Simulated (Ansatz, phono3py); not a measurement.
# SrCl2 (Fm-3m): thermal conductivity with phono3py, part 4 of 5

Wanted: the sensitivity of κ of SrCl2 to the choices of the transport step.

What experiment has found for this phase:
- thermal conductivity 2.3 W/m/K near room temperature (given in “Predicting the lattice thermal conductivity of solids by solving the Boltzmann transport equation: AFLOW - AAPL an automated, accurate and efficient framework”, 2017, arXiv:1611.05481)

phono3py 4.10.0; DFT RPBE, scalar-relativistic, plane waves, PAW; phono3py on Ansatz's force constants.

So far, κ at 300 K (W/m/K): step 2 (relaxation-time solution) 0.958; step 14 (boundary mean free path 0.3 micrometre) 0.928; step 15 (boundary mean free path 1 micrometre) 0.948; step 16 (q-mesh of the transport sums 11×11×11, solver LBTE) 0.916; step 17 (solver RTA with coherences (SMM19)) 1.20.

## 18. Gaussian smearing, third order supercell 2×2×2, supercell 4×4×4

A Gaussian replaces the tetrahedron method for energy conservation; its width must match the mesh.

Contents of phono3py.yaml:

```yaml
phono3py:
  version: "4.10.0"
  frequency_unit_conversion_factor: 15.633302
  symmetry_tolerance: 1.00000e-05

physical_unit:
  atomic_mass: "AMU"
  length: "angstrom"

space_group:
  type: "Fm-3m"
  number: 225
  Hall_symbol: "-F 4 2 3"

primitive_matrix:
- [  1.000000000000000,  0.000000000000000,  0.000000000000000 ]
- [  0.000000000000000,  1.000000000000000,  0.000000000000000 ]
- [  0.000000000000000,  0.000000000000000,  1.000000000000000 ]

supercell_matrix:
- [   2,   0,   0 ]
- [   0,   2,   0 ]
- [   0,   0,   2 ]

# [primitive_cell block left out]
unit_cell:
  lattice:
  - [     0.000000000000000,     3.590749245100000,     3.590749245100000 ] # a
  - [     3.590749245100000,     0.000000000000000,     3.590749245100000 ] # b
  - [     3.590749245100000,     3.590749245100000,     0.000000000000000 ] # c
  points:
  - symbol: Sr # 1
    coordinates: [  0.000000000000000,  0.000000000000000,  0.000000000000000 ]
    mass: 87.620000
    reduced_to: 1
  - symbol: Cl # 2
    coordinates: [  0.250000000000000,  0.250000000000000,  0.250000000000000 ]
    mass: 35.450000
    reduced_to: 2
  - symbol: Cl # 3
    coordinates: [  0.750000000000000,  0.750000000000000,  0.750000000000000 ]
    mass: 35.450000
    reduced_to: 3

# [supercell block left out]
phonon_supercell_matrix:
- [   4,   0,   0 ]
- [   0,   4,   0 ]
- [   0,   0,   4 ]

# [phonon_primitive_cell block left out]
# [phonon_supercell block left out]
nac:
  born_effective_charge:
  - # 1 (Sr)
    - [  2.511765244403419,  0.000000000000000,  0.000000000000000 ]
    - [  0.000000000000000,  2.511765244403419,  0.000000000000000 ]
    - [  0.000000000000000,  0.000000000000000,  2.511765244403419 ]
  - # 2 (Cl)
    - [ -1.255882622201709,  0.000000000000000,  0.000000000000000 ]
    - [  0.000000000000000, -1.255882622201710,  0.000000000000000 ]
    - [  0.000000000000000,  0.000000000000000, -1.255882622201710 ]
  - # 3 (Cl)
    - [ -1.255882622201709,  0.000000000000000,  0.000000000000000 ]
    - [  0.000000000000000, -1.255882622201710,  0.000000000000000 ]
    - [  0.000000000000000,  0.000000000000000, -1.255882622201710 ]
  dielectric_constant:
    - [  2.743242495933130,  0.000000000000000,  0.000000000000000 ]
    - [  0.000000000000000,  2.743242495933130,  0.000000000000000 ]
    - [  0.000000000000000,  0.000000000000000,  2.743242495933130 ]
  unit_conversion_factor: 14.399645
```

Launch:

```sh
phono3py phono3py.yaml --mesh 15 15 15 --br --isotope --sigma 0.05 --ts 100 300 600
```

What it wrote:

```text
[banner, memory and clock lines left out]
Rust backend (phonors) using rayon (4 threads).
Running in phono3py.load mode.
Spglib version 2.8.0
----------------------------- General settings -----------------------------
Run mode: conductivity-RTA
HDF5 data compression filter: gzip
Crystal structure was read from "phono3py.yaml".
Supercell (dim): [2 2 2]
Phonon supercell (dim-fc2): [4 4 4]
Primitive matrix:
  [1. 0. 0.]
  [0. 1. 0.]
  [0. 0. 1.]
Spacegroup: Fm-3m (225)
Use -v option to watch primitive cell, unit cell, and supercell structures.
NAC parameters were read from "phono3py.yaml".
fc3 was read from "fc3.hdf5".
fc2 was read from "fc2.hdf5".
----------------------------- Force constants ------------------------------
Max drift of fc3: -0.00000000 (xzx) -0.00000000 (xzx) -0.00000000 (xxz)
Max drift of fc2: -0.00000000 (zz) -0.00000000 (zz)
--------------------------- Calculation settings ---------------------------
Non-analytical term correction (NAC): True
NAC unit conversion factor:  14.39964
BZ integration: Smearing=0.05
Temperature:  100.0  300.0  600.0
Cutoff frequency: 0.01
Mesh sampling: [ 15 15 15 ]
Generating grid system ... [ 15 15 15 ]
fc3-r2q-transformation over three atoms: True
--------------------------- Phonon calculations ----------------------------
  PRB 50, 13035(R) (1994), PRB 55, 10355 (1997)
  G-cutoff distance: 0.92, Number of G-points: 307, Lambda: 0.16
Running harmonic phonon calculations...
-------------------- Lattice thermal conductivity (RTA) --------------------
Running heat capacity calculations...
Running velocity calculations...
Running isotope scattering calculations sigma=0.05...
======================= Grid point 0 (1/120) =======================
q-point: ( 0.00  0.00  0.00)
Boundary mean free path (millimeter): 1000.000
Mass variance parameters: 6.10e-05 5.83e-04 5.83e-04
Number of triplets: 120
Frequency     group velocity (x, y, z)     |gv|
  -0.000   (   0.000    0.000    0.000)    0.000
  -0.000   (   0.000    0.000    0.000)    0.000
  -0.000   (   0.000    0.000    0.000)    0.000
   3.209   (   0.000    0.000    0.000)    0.000
   3.209   (   0.000    0.000    0.000)    0.000
   3.209   (   0.000    0.000    0.000)    0.000
   4.769   (   0.000    0.000    0.000)    0.000
   4.769   (   0.000    0.000    0.000)    0.000
   4.769   (   0.000    0.000    0.000)    0.000
======================= Grid point 1 (2/120) =======================
q-point: ( 0.07  0.00  0.00)
Boundary mean free path (millimeter): 1000.000
Mass variance parameters: 6.10e-05 5.83e-04 5.83e-04
Number of triplets: 344
Frequency     group velocity (x, y, z)     |gv|
   0.389   ( -13.795   13.795   13.795)   23.894
   0.389   ( -13.795   13.795   13.795)   23.894
   0.583   ( -20.707   20.707   20.707)   35.865
   3.219   (  -0.677    0.677    0.677)    1.172
   3.219   (  -0.677    0.677    0.677)    1.172
   4.754   (   1.119   -1.119   -1.119)    1.938
   4.754   (   1.119   -1.119   -1.119)    1.938
[...]
[117 grid points left out]
======================= Grid point 802 (120/120) =======================
q-point: (-0.27  0.47  0.20)
Boundary mean free path (millimeter): 1000.000
Mass variance parameters: 6.10e-05 5.83e-04 5.83e-04
Number of triplets: 904
Frequency     group velocity (x, y, z)     |gv|
[...]
1.920   ( -12.710   -7.222    0.000)   14.619
   2.027   (   2.004    0.346   -0.000)    2.034
   2.977   (  -0.742   21.497   -0.000)   21.510
   3.166   (   1.474  -19.849    0.000)   19.904
   3.831   (   0.667   26.884   -0.000)   26.893
   4.090   (  -2.201  -25.459    0.000)   25.554
   5.208   (   2.230    2.267   -0.000)    3.180
   5.548   (   1.183   -1.843    0.000)    2.190
=================== End of collection of collisions ===================
----------- Thermal conductivity (W/m-k) for sigma=0.05 -----------
#  T(K)        xx         yy         zz         yz         xz         xy
  100.0       2.895      2.895      2.895     -0.000     -0.000      0.000
  300.0       0.955      0.955      0.955     -0.000     -0.000      0.000
  600.0       0.478      0.478      0.478     -0.000     -0.000      0.000

Thermal conductivity related properties and sigma 0.05
were written into "kappa-m151515-s0.05.hdf5".
Summary of calculation was written in "phono3py.yaml".
```

It took 7.2 s on 4 threads of Arm Neoverse V1, shared host; peak memory 0.26 GiB; 24 s of CPU time.

Numbers from this step:

```
κ at 300 K            : 0.9554 W/m/K
κ xx, yy, zz at 300 K : 0.9554, 0.9554, 0.9554 W/m/K
```

W/m/K. Kappa, by row:

```tsv
T (K)	xx	yy	zz	yz	xz	xy
100	2.895	2.895	2.895	0	0	0
300	0.9554	0.9554	0.9554	0	0	0
600	0.4781	0.4781	0.4781	0	0	0
```

With a width of 0.05 THz κ at 300 K is 0.955 W/(m K), -0.3 % from the tetrahedron value.

## 19. Gaussian smearing, third order supercell 2×2×2, supercell 4×4×4 (run 2)

A Gaussian replaces the tetrahedron method for energy conservation; its width must match the mesh.

phono3py.yaml is that of step 18.

Launch:

```sh
phono3py phono3py.yaml --mesh 15 15 15 --br --isotope --sigma 0.2 --ts 100 300 600
```

What it wrote:

```text
[banner, memory and clock lines left out]
Rust backend (phonors) using rayon (4 threads).
Running in phono3py.load mode.
Spglib version 2.8.0
----------------------------- General settings -----------------------------
Run mode: conductivity-RTA
HDF5 data compression filter: gzip
Crystal structure was read from "phono3py.yaml".
Supercell (dim): [2 2 2]
Phonon supercell (dim-fc2): [4 4 4]
Primitive matrix:
  [1. 0. 0.]
  [0. 1. 0.]
  [0. 0. 1.]
Spacegroup: Fm-3m (225)
Use -v option to watch primitive cell, unit cell, and supercell structures.
[...]
5.208   (   2.230    2.267   -0.000)    3.180
   5.548   (   1.183   -1.843    0.000)    2.190
=================== End of collection of collisions ===================
----------- Thermal conductivity (W/m-k) for sigma=0.2 -----------
#  T(K)        xx         yy         zz         yz         xz         xy
  100.0       2.863      2.863      2.863     -0.000     -0.000      0.000
  300.0       0.944      0.944      0.944     -0.000     -0.000      0.000
  600.0       0.472      0.472      0.472     -0.000     -0.000      0.000

Thermal conductivity related properties and sigma 0.2
were written into "kappa-m151515-s0.2.hdf5".
Summary of calculation was written in "phono3py.yaml".
```

The job ended after 7 s (4 threads; peak memory 0.26 GiB).

Numbers from this step:

```yaml
kappa_at_300_k: 0.9443 W/m/K
kappa_xx_yy_zz_at_300_k: 0.9443, 0.9443, 0.9443 W/m/K
```

With a width of 0.2 THz κ at 300 K is 0.944 W/(m K), -1.5 % from the tetrahedron value.

## 20. Two-phonon phase space, third order supercell 2×2×2, supercell 4×4×4

The two-phonon density of states counts the channels open to a mode, without matrix elements.

phono3py.yaml is that of step 19.

Launch:

```sh
phono3py phono3py.yaml --mesh 17 17 17 --jdos --gp 0 --num-freq-points 80
```

What it wrote:

```text
[banner, memory and clock lines left out]
Rust backend (phonors) using rayon (4 threads).
Running in phono3py.load mode.
Spglib version 2.8.0
----------------------------- General settings -----------------------------
Run mode: jdos
HDF5 data compression filter: gzip
Crystal structure was read from "phono3py.yaml".
Supercell (dim): [2 2 2]
Phonon supercell (dim-fc2): [4 4 4]
Primitive matrix:
  [1. 0. 0.]
  [0. 1. 0.]
  [0. 0. 1.]
Spacegroup: Fm-3m (225)
Use -v option to watch primitive cell, unit cell, and supercell structures.
NAC parameters were read from "phono3py.yaml".
fc3 was read from "fc3.hdf5".
fc2 was read from "fc2.hdf5".
----------------------------- Force constants ------------------------------
Max drift of fc3: -0.00000000 (xzx) -0.00000000 (xzx) -0.00000000 (xxz)
Max drift of fc2: -0.00000000 (zz) -0.00000000 (zz)
--------------------------- Calculation settings ---------------------------
Non-analytical term correction (NAC): True
NAC unit conversion factor:  14.39964
BZ integration: Tetrahedron-method
Cutoff frequency: 0.01
Number of frequency sampling points: 80
Mesh sampling: [ 17 17 17 ]
Generating grid system ... [ 17 17 17 ]
  PRB 50, 13035(R) (1994), PRB 55, 10355 (1997)
  G-cutoff distance: 0.92, Number of G-points: 307, Lambda: 0.16
--------------------------------- Joint DOS ---------------------------------
Running harmonic phonon calculations...
======================= Grid point 0 (1/1) =======================
q-point: ( 0.00  0.00  0.00)
Number of triplets: 165
Frequency
  -0.000
  -0.000
  -0.000
   3.209
   3.209
   3.209
   4.769
   4.769
   4.769
Tetrahedron method is used.
Calculations at 80 frequency points are divided into 8 batches.
1/8: [ 1  2  3  4  5  6  7  8  9 10]
2/8: [11 12 13 14 15 16 17 18 19 20]
3/8: [21 22 23 24 25 26 27 28 29 30]
4/8: [31 32 33 34 35 36 37 38 39 40]
5/8: [41 42 43 44 45 46 47 48 49 50]
6/8: [51 52 53 54 55 56 57 58 59 60]
7/8: [61 62 63 64 65 66 67 68 69 70]
8/8: [71 72 73 74 75 76 77 78 79 80]
JDOS is written into "jdos-m171717-g0.dat".
```

Elapsed: 1.3 s, on 4 threads; peak memory 0.26 GiB; 1.8 s of CPU time.

The joint density of states at Gamma has structure finer than the step of the table below, so its rows give means over 0.5 THz, whole bins alone (the curve runs from 0 to 12.4 THz). Peaks (THz: height): absorption class 0.94: 31.5, 1.89: 22.7; decay class 4.88: 11.6, 7.23: 18.6, 8.02: 18.1, 9.28: 10.7, 10.69: 6.07.

Joint density of states at Gamma against frequency; means over each step:

```tsv
frequency (THz)	absorption class (1/THz)	decay class (1/THz)
0.5	23.2	0.0249
1.0	28.2	0.113
1.5	22.1	0.249
2.0	20.7	0.454
2.5	14.7	0.791
3.0	12.8	1.48
3.5	8.88	4.40
4.0	3.88	6.81
4.5	1.21	10.2
5.0	0.494	10.8
5.5	0.214	12.9
6.0	0.0318	14.3
6.5	0	15.2
7.0	0	16.9
7.5	0	15.7
8.0	0	14.9
8.5	0	10.7
9.0	0	8.29
9.5	0	7.27
10.0	0	4.13
10.5	0	4.48
11.0	0	1.80
11.5	0	0.579
12.0	0	0.179
```

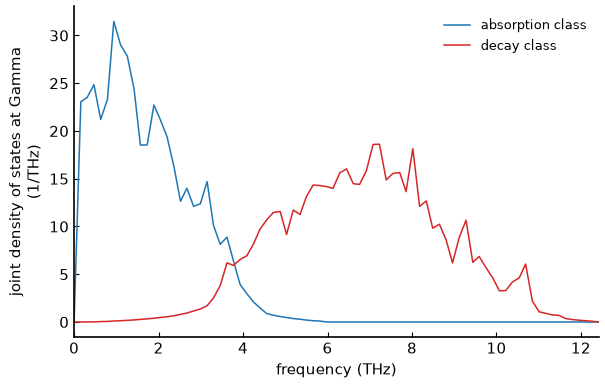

Joint density of states at Gamma, plotted against frequency.

## 21. Without the dipole term, third order supercell 2×2×2, supercell 4×4×4

Dropping the dipole term tests how much its part of the interpolation matters for κ.

phono3py.yaml is that of step 20.

Launch:

```sh
phono3py phono3py.yaml --mesh 15 15 15 --br --isotope --nonac --ts 100 300 600
```

What it wrote:

```text
Rust backend (phonors) using rayon (4 threads).
Running in phono3py.load mode.
Spglib version 2.8.0
----------------------------- General settings -----------------------------
Run mode: conductivity-RTA
HDF5 data compression filter: gzip
Crystal structure was read from "phono3py.yaml".
Supercell (dim): [2 2 2]
Phonon supercell (dim-fc2): [4 4 4]
Primitive matrix:
  [1. 0. 0.]
  [0. 1. 0.]
  [0. 0. 1.]
Spacegroup: Fm-3m (225)
Use -v option to watch primitive cell, unit cell, and supercell structures.
fc3 was read from "fc3.hdf5".
fc2 was read from "fc2.hdf5".
----------------------------- Force constants ------------------------------
Max drift of fc3: -0.00000000 (xzx) -0.00000000 (xzx) -0.00000000 (xxz)
Max drift of fc2: -0.00000000 (zz) -0.00000000 (zz)
--------------------------- Calculation settings ---------------------------
BZ integration: Tetrahedron-method
Temperature:  100.0  300.0  600.0
Cutoff frequency: 0.01
Mesh sampling: [ 15 15 15 ]
Generating grid system ... [ 15 15 15 ]
fc3-r2q-transformation over three atoms: True
--------------------------- Phonon calculations ----------------------------
Running harmonic phonon calculations...
-------------------- Lattice thermal conductivity (RTA) --------------------
Running heat capacity calculations...
Running velocity calculations...
Running isotope scattering calculations with tetrahedron method...
======================= Grid point 0 (1/120) =======================
q-point: ( 0.00  0.00  0.00)
Boundary mean free path (millimeter): 1000.000
Mass variance parameters: 6.10e-05 5.83e-04 5.83e-04
Number of triplets: 120
Frequency     group velocity (x, y, z)     |gv|
  -0.000   (   0.000    0.000    0.000)    0.000
  -0.000   (   0.000    0.000    0.000)    0.000
  -0.000   (   0.000    0.000    0.000)    0.000
   3.209   (   0.000    0.000    0.000)    0.000
   3.209   (   0.000    0.000    0.000)    0.000
   3.209   (   0.000    0.000    0.000)    0.000
   4.769   (   0.000    0.000    0.000)    0.000
   4.769   (   0.000    0.000    0.000)    0.000
   4.769   (   0.000    0.000    0.000)    0.000
======================= Grid point 1 (2/120) =======================
q-point: ( 0.07  0.00  0.00)
Boundary mean free path (millimeter): 1000.000
Mass variance parameters: 6.10e-05 5.83e-04 5.83e-04
Number of triplets: 344
Frequency     group velocity (x, y, z)     |gv|
   0.381   ( -13.577   13.577   13.577)   23.516
   0.381   ( -13.577   13.577   13.577)   23.516
   0.594   ( -21.022   21.022   21.022)   36.411
   3.229   (  -1.311    1.311    1.311)    2.270
   3.229   (  -1.311    1.311    1.311)    2.270
   3.649   ( -28.089   28.089   28.089)   48.652
   4.752   (   1.230   -1.230   -1.230)    2.131
[...]
[117 grid points left out]
======================= Grid point 802 (120/120) =======================
q-point: (-0.27  0.47  0.20)
Boundary mean free path (millimeter): 1000.000
Mass variance parameters: 6.10e-05 5.83e-04 5.83e-04
Number of triplets: 904
Frequency     group velocity (x, y, z)     |gv|
[...]
1.927   ( -13.439   -8.437    0.000)   15.868
   2.031   (   1.293   -0.251   -0.000)    1.318
   2.985   (   0.373   18.925   -0.000)   18.928
   3.150   (   2.447  -17.984    0.000)   18.149
   3.835   (   0.426   26.433   -0.000)   26.436
   4.085   (  -1.841  -24.856    0.000)   24.924
   5.207   (   2.717    1.633   -0.000)    3.170
   5.544   (   1.724   -1.262   -0.000)    2.137
=================== End of collection of collisions ===================
----------- Thermal conductivity (W/m-k) with tetrahedron method -----------
#  T(K)        xx         yy         zz         yz         xz         xy
  100.0       2.860      2.860      2.860     -0.000     -0.000      0.000
  300.0       0.952      0.952      0.952     -0.000     -0.000      0.000
  600.0       0.477      0.477      0.477     -0.000     -0.000      0.000

Thermal conductivity related properties were written into
"kappa-m151515.hdf5".
Summary of calculation was written in "phono3py.yaml".
```

The job ended after 11 s (4 threads; peak memory 0.26 GiB; 39 s of CPU time).

This step gave:

```
κ at 300 K            : 0.9517 W/m/K
κ xx, yy, zz at 300 K : 0.9517, 0.9517, 0.9517 W/m/K
```

W/m/K. Kappa, by row:

```tsv
T (K)	xx	yy	zz	yz	xz	xy
100	2.86	2.86	2.86	0	0	0
300	0.9517	0.9517	0.9517	0	0	0
600	0.4768	0.4768	0.4768	0	0	0
```

κ at 300 K goes from 0.958 to 0.952 W/(m K). Only the interpolation between the solved wavevectors changes, and the fewer these are, the more it matters.

[end of part 4 of 5]

[Logs are printed without paths, hosts, clocks, repeated set-up lines and the standing remarks that a program may print on its own settings, such as how far it seeks lower states.]

[Hosts, paths, dates, database ids (printed as entryN), source tags and the programs' standing remarks are cut or masked in the printed files.]

[A step with changed settings may run another functional than the one named; its input shows which.]
